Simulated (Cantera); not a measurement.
A closed system holds: 1 mol HMDSO, a varied amount of NO, at 1150 K and 0.260 bar.

Equilibrium computed with Cantera from the NASA thermochemical tables; the gas is ideal and each condensed phase is pure. Candidate condensed phases: C, C6H6, C7H8, C8H18, H2O, Si, SiC, SiO2, Si2N2O, Si3N4; 151 gas species. The feed counts by its element totals alone. Mutual solubility and eutectic melting of coexisting phases are not modelled. The tables hold silica as quartz up to 1696 K and as liquid above; real silica turns to tridymite and cristobalite and melts near 1996 K. Equilibrium is a limit: real reactors are often held back by kinetics, nucleation or transport.

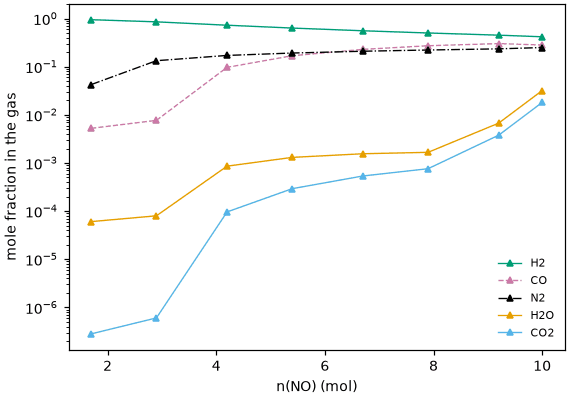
Figure. Equilibrium gas composition (values under 1e-9 drawn at 1e-9)

From 1.7 mol NO to 2.9 mol NO the condensed part is C(graphite) + SiO2(β-quartz) + Si2N2O(s). From 4.2 mol NO to 7.9 mol NO the condensed part is C(graphite) + SiO2(β-quartz). From 9.2 mol NO to 10 mol NO the condensed part is SiO2(β-quartz).
